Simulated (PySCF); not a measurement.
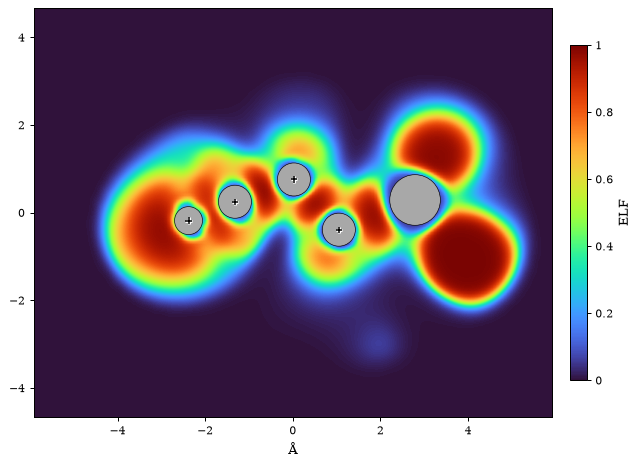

The ELF on a plane through atoms (crosses mark nuclei in the plane; grey discs cover the cores).

These are results of B3LYP/def2-SVPD, SCF density, gas phase (PySCF 2.14.0), not measurements.

Candidates:
A. C5H7BO2 (SMILES OB(O)C1=CCC=C1)
B. C3H9NSi2 (SMILES N#CCC([SiH3])[SiH3])

Question: Which candidate gave the map?

Answer: Candidate B: C3H9NSi2 on the plane of atoms C2, C3 and C4, which holds N and C. C–N (1.14 Å): the ELF peaks at about 0.85 between the atoms: a short, multiple covalent bond. C–C (1.44 Å): the ELF peaks at about 0.95 between the atoms; localised, covalent bonding.
